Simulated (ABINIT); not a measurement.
# Quasiparticle gap of AlN (F-43m) in ABINIT

Wanted: ground state, empty states, screening and self-energy for AlN (F-43m).

Program: ABINIT 10.8.3. Level of theory: PBE and many-body steps on it, plane waves. Results are calculated unless marked as measured.

## (1) The structure

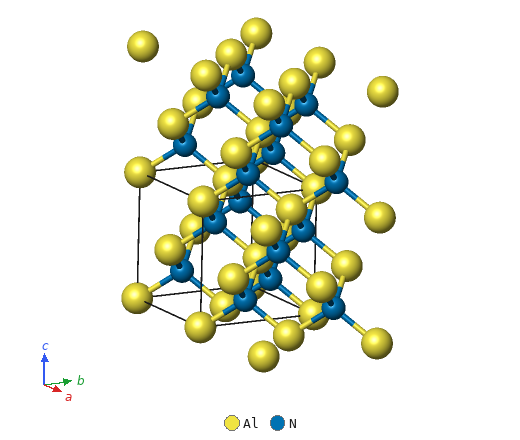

Start, viewed slightly off an axis; aluminium yellow, nitrogen blue. 2×1×2 cells are drawn. This picture shows the conventional cell, with its axes. Bonds to atoms that aren't drawn are left out. Some periodic images of atoms are drawn too.

Coordinates:

```cif
data_structure
_symmetry_space_group_name_H-M 'P 1'
_symmetry_Int_Tables_number 1
_cell_length_a 3.0886
_cell_length_b 3.0886
_cell_length_c 3.0886
_cell_angle_alpha 60.000
_cell_angle_beta 60.000
_cell_angle_gamma 60.000
_cell_volume 20.83
loop_
_atom_site_label
_atom_site_type_symbol
_atom_site_fract_x
_atom_site_fract_y
_atom_site_fract_z
_atom_site_occupancy
Al1 Al 0.00000 0.00000 0.00000 1
N2 N 0.75000 0.75000 0.75000 1
```

The cell and positions are those that the Materials Project relaxed with its own functionals (PBE, PBE+U or r2SCAN), kept fixed. This is not the form that AlN usually takes at ambient conditions.

## (2) Ground state

This step: ABINIT 10.8.3; DFT, PBE, plane waves, norm-conserving pseudopotentials.

The ground-state density comes first.

Input file run.abi:

```
acell 3*1.0 Angstrom
rprim 
  -0.000000000000 2.183993559600 2.183993559600
  2.183993559600 -0.000000000000 2.183993559600
  2.183993559600 2.183993559600 -0.000000000000
ntypat 2
znucl 13 7
natom 2
typat 1 2
xred 
  0.000000000000 0.000000000000 0.000000000000
  0.750000000000 0.750000000000 0.750000000000
pp_dirpath "pseudos"
pseudos "Al.upf, N.upf"
ecut 36
ngkpt 8 8 8
nshiftk 1
shiftk 0 0 0
kptopt 1
chksymbreak 0
nband 9
occopt 1
tolvrs 1e-10
nstep 60
prtwf 0
optforces 0
optstress 0
indata_prefix "in"
outdata_prefix "out"
tmpdata_prefix "tmp"
```

On the command line:

```bash
OMP_NUM_THREADS=1 mpirun -n 4 abinit run.abi > log
```

Numbers of over 12 decimals in the logs are rounded to 6 here.

Log:

```text
.Version 10.8.3 of ABINIT. v10.8.2 released Aug 2026.

 Symmetries : space group F-4 3 m (#216); Bravais cF (face-center cubic)
================================================================================
 Values of the parameters that define the memory need of the present run
     intxc =       0    ionmov =       0      iscf =       7    lmnmax =       6
     lnmax =       6     mgfft =      32  mpssoang =       3    mqgrid =    3001
     natom =       2  nloc_mem =       1    nspden =       1   nspinor =       1
    nsppol =       1      nsym =      24    n1xccc =    2501    ntypat =       2
    occopt =       1   xclevel =       2
-    mband =           9        mffmem =           1         mkmem =           8
       mpw =        1475          nfft =       32768          nkpt =          29
================================================================================
  Rough estimation (10% accuracy) of disk space for files :
================================================================================

--------------------------------------------------------------------------------
------------- Echo of variables that govern the present computation ------------
--------------------------------------------------------------------------------
 -outvars: echo values of preprocessed input variables --------
            acell      1.8897261259E+00  1.8897261259E+00  1.8897261259E+00 Bohr

      chksymbreak           0
             ecut      3.60000000E+01 Hartree
-          fftalg         312

              ixc     -101130
              kpt      0.00000000E+00  0.00000000E+00  0.00000000E+00
                       1.25000000E-01  0.00000000E+00  0.00000000E+00
                       2.50000000E-01  0.00000000E+00  0.00000000E+00
                       3.75000000E-01  0.00000000E+00  0.00000000E+00
                       5.00000000E-01  0.00000000E+00  0.00000000E+00
                       1.25000000E-01  1.25000000E-01  0.00000000E+00
                       2.50000000E-01  1.25000000E-01  0.00000000E+00
                       3.75000000E-01  1.25000000E-01  0.00000000E+00
                       5.00000000E-01  1.25000000E-01  0.00000000E+00
   [... 18 further rows ...]
                      -3.75000000E-01  5.00000000E-01  1.25000000E-01
                      -2.50000000E-01  5.00000000E-01  2.50000000E-01
         kptrlatt        8    0    0      0    8    0      0    0    8
          kptrlen      4.66933685E+01
P           mkmem           8
            natom           2
            nband           9
            ngfft          32      32      32
             nkpt          29
            nstep          60
             nsym          24
           ntypat           2
              occ      2.000000  2.000000  2.000000  2.000000  0.000000  0.000000
[...]
optforces           0
        optstress           0
            prtwf           0
            rprim     -0.0000000000E+00  2.1839935596E+00  2.1839935596E+00
[...]
spgroup         216

           tolvrs      1.00000000E-10

             xred      0.0000000000E+00  0.0000000000E+00  0.0000000000E+00
[...]
znucl       13.00000    7.00000

================================================================================

 chkinp: Checking input parameters for consistency.

================================================================================
== DATASET  1 ==================================================================
-   mpi_nproc: 4, omp_nthreads: 1 (-1 if OMP is not activated)

--- !DatasetInfo
iteration_state: {dtset: 1, }
dimensions: {natom: 2, nkpt: 29, mband: 9, nsppol: 1, nspinor: 1, nspden: 1, mpw: 1475, }
cutoff_energies: {ecut:  36.0, pawecutdg:  -1.0, }
electrons: {nelect:   8.00000000E+00, charge:   0.00000000E+00, occopt:   1.00000000E+00, tsmear:   1.00000000E-02, }

 Real(R)+Recip(G) space primitive vectors, cartesian coordinates (Bohr,Bohr^-1):
 R(1)=  0.0000000  4.1271497  4.1271497  G(1)= -0.1211490  0.1211490  0.1211490
 R(2)=  4.1271497  0.0000000  4.1271497  G(2)=  0.1211490 -0.1211490  0.1211490
 R(3)=  4.1271497  4.1271497  0.0000000  G(3)=  0.1211490  0.1211490 -0.1211490
 Unit cell volume ucvol=  1.4059849E+02 bohr^3
 Angles (23,13,12)=  6.00000000E+01  6.00000000E+01  6.00000000E+01 degrees

 getcut: wavevector=  0.0000  0.0000  0.0000  ngfft=  32  32  32
         ecut(hartree)=     36.000   => boxcut(ratio)=   2.02987

--- Pseudopotential description ------------------------------------------------
- Al Generated using ONCVPSP code by D. R. Hamann
- 13.00000   3.00000  171031                  znucl, zion, pspdat
12 -101130 2 -1 1876                          pspcod,pspxc,lmax,lloc,mmax
     nproj     2     2     2
  pspatm : epsatm=    4.08140545
         --- l  ekb(1:nproj) -->
[...]
pspatm: atomic psp has been read  and splines computed

- N Generated using ONCVPSP code by D. R. Hamann
-  7.00000   5.00000  171031                  znucl, zion, pspdat
12 -101130 1 -1 1058                          pspcod,pspxc,lmax,lloc,mmax
     nproj     2     2     0
  pspatm : epsatm=    5.20977870
         --- l  ekb(1:nproj) -->
[...]
1   -4.293905   -1.006988
 pspatm: atomic psp has been read  and splines computed

   7.43294732E+01                                ecore*ucvol(ha*bohr**3)
--------------------------------------------------------------------------------

_setup2: Arith. and geom. avg. npw (full set) are    1449.447    1449.423

================================================================================

--- !BeginCycle
iteration_state: {dtset: 1, }
solver: {iscf: 7, nstep: 60, nline: 4, wfoptalg: 0, }
tolerances: {tolvrs: 1.00E-10, }

     iter   Etot(hartree)      deltaE(h)  residm     vres2
 ETOT  1  -12.634092342631    -1.263E+01 1.154E-01 5.062E+02
 ETOT  2  -12.674579766554    -4.049E-02 1.118E-02 3.909E+02
 ETOT  3  -12.792254021089    -1.177E-01 3.968E-03 7.560E-01
 ETOT  4  -12.792395939617    -1.419E-04 2.268E-03 1.058E-02
 ETOT  5  -12.792396619737    -6.801E-07 1.683E-04 5.916E-04
 ETOT  6  -12.792396656975    -3.724E-08 2.226E-04 2.127E-06
 ETOT  7  -12.792396657092    -1.169E-10 1.632E-05 4.114E-07
 ETOT  8  -12.792396657207    -1.152E-10 2.316E-05 3.147E-09
 ETOT  9  -12.792396657208    -7.461E-13 1.662E-06 3.158E-10
 ETOT 10  -12.792396657208     1.776E-14 2.539E-06 1.021E-11

 At SCF step   10       vres2   =  1.02E-11 < tolvrs=  1.00E-10 =>converged.

--- !ResultsGS
iteration_state: {dtset: 1, }
comment   : Summary of ground state results
lattice_vectors:
- [ -0.0000000,   4.1271497,   4.1271497, ]
- [  4.1271497,  -0.0000000,   4.1271497, ]
- [  4.1271497,   4.1271497,  -0.0000000, ]
lattice_lengths: [   5.83667,    5.83667,    5.83667, ]
lattice_angles: [ 60.000,  60.000,  60.000, ] # degrees, (23, 13, 12)
lattice_volume:   1.4059849E+02
convergence: {deltae:  1.776E-14, res2:  1.021E-11, residm:  2.539E-06, diffor:  0.000E+00, }
etotal    :  -1.27923967E+01
entropy   :   0.00000000E+00
fermie    :   1.89575042E-01
cartesian_stress_tensor: null
pressure_GPa: null
xred      :
- [  0.0000E+00,   0.0000E+00,   0.0000E+00, Al]
- [  7.5000E-01,   7.5000E-01,   7.5000E-01,  N]
cartesian_forces: null
force_length_stats: {min: null, max: null, mean: null, }

 Integrated electronic density in atomic spheres:
 ------------------------------------------------
 Atom  Sphere_radius  Integrated_density
    1        2.00000          1.10832935
    2        2.00000          5.38580503
================================================================================

 ----iterations are completed or convergence reached----

 Mean square residual over all n,k,spin=   11.386E-09; max=  25.386E-07
 reduced coordinates (array xred) for    2 atoms
       0.000000000000      0.000000000000      0.000000000000
       0.750000000000      0.750000000000      0.750000000000
 rms dE/dt=  0.0000E+00; max dE/dt=  0.0000E+00; dE/dt below (all hartree)
    1       0.000000000000      0.000000000000      0.000000000000
    2       0.000000000000      0.000000000000      0.000000000000

 cartesian coordinates (angstrom) at end:
    1      0.000000     0.000000     0.000000
    2      3.275990     3.275990     3.275990
 length scales=  1.889726125908  1.889726125908  1.889726125908 bohr
              =  1.000000000000  1.000000000000  1.000000000000 angstroms
 prteigrs : about to open file out_EIG
 Fermi (or HOMO) energy (hartree) =   0.18958   Average Vxc (hartree)=  -0.39437
 Eigenvalues (hartree) for nkpt=  29  k points:
 kpt#   1, nband=  9, wtk=  0.00195, kpt=  0.0000  0.0000  0.0000 (reduced coord)
  -0.36046    0.18958    0.18958    0.18958    0.34363    0.65223    0.65223    0.65223
   0.84170
 prteigrs : prtvol=0 or 1, do not print more k-points.

--- !EnergyTerms
iteration_state     : {dtset: 1, }
comment             : Components of total free energy in Hartree
kinetic             :  8.18806009915906E+00
hartree             :  2.82096206911135E+00
xc                  : -4.24885300507606E+00
Ewald energy        : -1.08999795989279E+01
psp_core            :  5.28664802613182E-01
local_psp           : -8.51484725719231E+00
non_local_psp       : -6.66403766895545E-01
total_energy        : -1.27923966572082E+01
total_energy_eV     : -3.48098846451088E+02
band_energy         :  3.20550667474452E-02

== END DATASET(S) ==============================================================
================================================================================

 -outvars: echo values of variables after computation  --------
           etotal     -1.2792396657E+01
            nband           9
             nkpt          29
          spgroup         216
 [... the other variables as echoed above ...]

 Calculation completed.
```

The job ended after 4.5 s (4 MPI ranks of Intel Xeon Platinum 8375C at 2.90GHz (Ice Lake), shared host; peak memory 0.29 GiB; 17 s of CPU time).

This step gave:

| Property | Result |
| --- | --- |
| total energy | -348.0988 eV |
| gap | 3.325 eV |
| k of the valence top | 0, 0, 0 |
| k of the conduction bottom | 0.5, 0.5, 0 |
| least direct gap | 4.192 eV |

The gap is indirect, with the least direct gap 0.87 eV higher.

(Continued in part 2 of 3.)

[Paths, hosts, dates, memory and timing lines, banners, echoed tables and standing remarks are left out of the program output.]

[Logs are printed without paths, hosts, clocks, repeated set-up lines and the standing remarks that a program may print on its own settings, such as how far it seeks lower states.]

[Runs of the session that timed out or met a known fault of the program may be left out.]

[Hosts, paths, dates, database ids (printed as entryN), source tags and the programs' standing remarks are cut or masked in the printed files.]

[G0W0 gaps are taken among the corrected bands and points alone; a level outside them can change the order at an edge.]

[Where Ansatz stands beside ABINIT at settings called matched, ABINIT's density can come from a denser mesh and the files from another edition; pairs whose starting gaps differed by over 0.03 eV were left out, so agreement reads better than it is.]
